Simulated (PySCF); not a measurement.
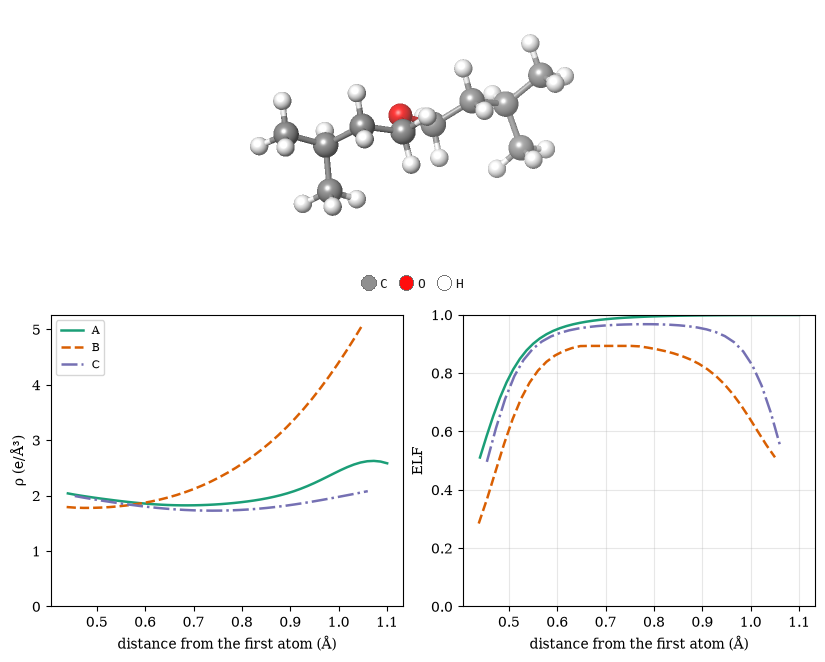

The picture shows: C10H22O (i-Pe2O). Total electron density and electron localisation function along straight lines between neighbouring atoms. The curves leave out the atomic cores. The structure is drawn too.

Geometry: PBE0-D3(BJ)/def2-SVP.

All numbers below come from CAM-B3LYP/def2-SVPD, SCF density, gas phase (PySCF 2.14.0).

```yaml
atoms:
  - { symbol: C, position_ang: [-3.4469, -1.0856, -0.5715] }
  - { symbol: C, position_ang: [-3.2355, 0.3983, -0.2947] }
  - { symbol: C, position_ang: [-4.5671, 1.1125, -0.0968] }
  - { symbol: C, position_ang: [-2.3171, 0.6444, 0.9040] }
  - { symbol: C, position_ang: [-0.9187, 0.0803, 0.7621] }
  - { symbol: O, position_ang: [-0.3293, 0.6103, -0.3924] }
  - { symbol: C, position_ang: [0.8748, 0.0094, -0.7792] }
  - { symbol: C, position_ang: [2.0585, 0.3887, 0.0993] }
  - { symbol: C, position_ang: [3.4194, -0.0400, -0.4517] }
  - { symbol: C, position_ang: [4.5454, 0.5329, 0.4013] }
  - { symbol: C, position_ang: [3.5496, -1.5558, -0.5728] }
  - { symbol: H, position_ang: [-3.8945, -1.5934, 0.3001] }
  - { symbol: H, position_ang: [-2.5029, -1.5986, -0.8110] }
  - { symbol: H, position_ang: [-4.1234, -1.2349, -1.4274] }
  - { symbol: H, position_ang: [-2.7326, 0.8381, -1.1730] }
  - { symbol: H, position_ang: [-5.2222, 0.9915, -0.9737] }
  - { symbol: H, position_ang: [-5.1059, 0.7095, 0.7776] }
  - { symbol: H, position_ang: [-4.4243, 2.1919, 0.0694] }
  - { symbol: H, position_ang: [-2.7707, 0.2186, 1.8172] }
  - { symbol: H, position_ang: [-2.2356, 1.7316, 1.0732] }
  - { symbol: H, position_ang: [-0.3288, 0.3272, 1.6669] }
  - { symbol: H, position_ang: [-0.9472, -1.0277, 0.6986] }
  - { symbol: H, position_ang: [1.0660, 0.3461, -1.8119] }
  - { symbol: H, position_ang: [0.7513, -1.0923, -0.8154] }
  - { symbol: H, position_ang: [2.0405, 1.4856, 0.2181] }
  - { symbol: H, position_ang: [1.9342, -0.0355, 1.1121] }
  - { symbol: H, position_ang: [3.5145, 0.3896, -1.4674] }
  - { symbol: H, position_ang: [4.4846, 1.6304, 0.4648] }
  - { symbol: H, position_ang: [5.5333, 0.2714, -0.0090] }
  - { symbol: H, position_ang: [4.4979, 0.1373, 1.4297] }
  - { symbol: H, position_ang: [4.5465, -1.8379, -0.9457] }
  - { symbol: H, position_ang: [2.8077, -1.9870, -1.2614] }
  - { symbol: H, position_ang: [3.4147, -2.0389, 0.4098] }
```

Q: Which curve belongs to which contact (C–C, C–H and C–O)? The first atom named is at distance zero.

A: Curve A: C–H (1.10 Å): ρ at the midpoint is about 1.9 e/Å³; the ELF climbs to about 1 towards the hydrogen, as it does in any bond to H; an ordinary covalent bond to hydrogen. Curve B: C–O (1.40 Å): ρ at the midpoint is about 2.1 e/Å³, with its minimum of 1.8 e/Å³ about 0.5 Å from C; the ELF peaks at about 0.90 between the atoms: a shared but strongly polarised pair. Curve C: C–C (1.51 Å): ρ at the midpoint is about 1.7 e/Å³; the ELF peaks at about 0.95 between the atoms (localised, covalent bonding).
